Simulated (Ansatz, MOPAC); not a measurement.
**A ladder of methods for GeCl4 (germanium tetrachloride)**

GeCl4, singlet, SMILES `[Cl][Ge]([Cl])([Cl])[Cl]`. Each level relaxes the structure for itself.

Quantity: the highest harmonic wavenumber at each level's own minimum, in cm⁻¹. The values are calculated.

```csv
level,kind,program,value (cm⁻¹)
AM1,semi-empirical,MOPAC,443
PM6,semi-empirical,MOPAC,405
PM6-D3,semi-empirical,MOPAC,405
PM6-DH+,semi-empirical,MOPAC,402
HF/STO-3G,Hartree–Fock,Ansatz,512
HF/3-21G,Hartree–Fock,Ansatz,464
HF/6-31G* (Cartesian functions),Hartree–Fock,Ansatz,479
PBE/def2-SVP,GGA,Ansatz,443
PBE0-D4/def2-TZVP,global hybrid,Ansatz,464
B3LYP/6-31G* (Cartesian functions),global hybrid,Ansatz,438
```

All-electron rows without a relativistic Hamiltonian named are non-relativistic. Harmonic and unscaled. The values span 402 to 512 cm⁻¹.

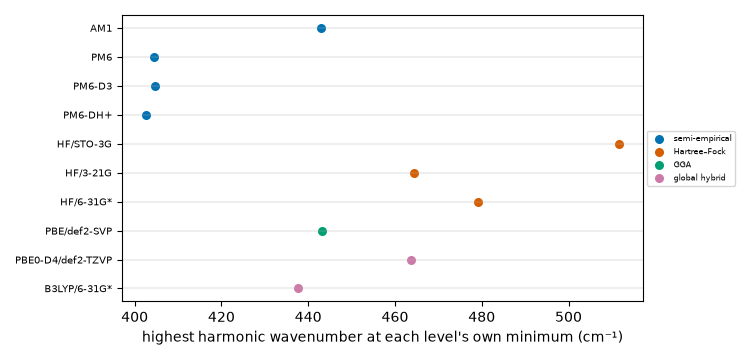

The values of the table, level by level.
